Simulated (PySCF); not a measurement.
Molecule: Sn(F)(NH2)3, H₆FN₃Sn, SMILES [NH2][Sn]([NH2])([NH2])[F]. Atoms near the plane z = 0.0 Å, at the CAM-B3LYP/def2-SVP optimised geometry (x, y, z in Å): Sn2 (-0.4, -0.9, 0.0), N3 (-1.2, 0.9, 0.0), N4 (1.6, -0.9, 0.0), H8 (-0.5, 1.6, -0.2), H9 (-2.0, 1.1, -0.6), H10 (2.0, -1.6, 0.6), H11 (2.0, -1.0, -0.9).

Level of theory: CAM-B3LYP/def2-TZVP, def2 effective core potentials past Kr in PySCF 2.14.0. The core electrons that the potentials of Sn replace are not part of the density. Cells within 0.4 Å of a nucleus heavier than hydrogen are left out (blank, or x). The values are rescaled to run from 0 to 1.

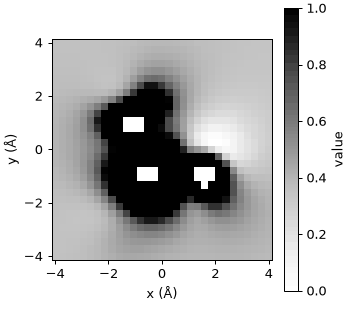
a field on the plane z = 0.0 Å.

Q: Which quantity is mapped?
(A) Laplacian of the electron density
(B) electrostatic potential
(C) an orbital amplitude
(D) log10 of the electron density

A: B, electrostatic potential. In full: electrostatic potential (hartree/e), clipped to [-0.08, 0.12].
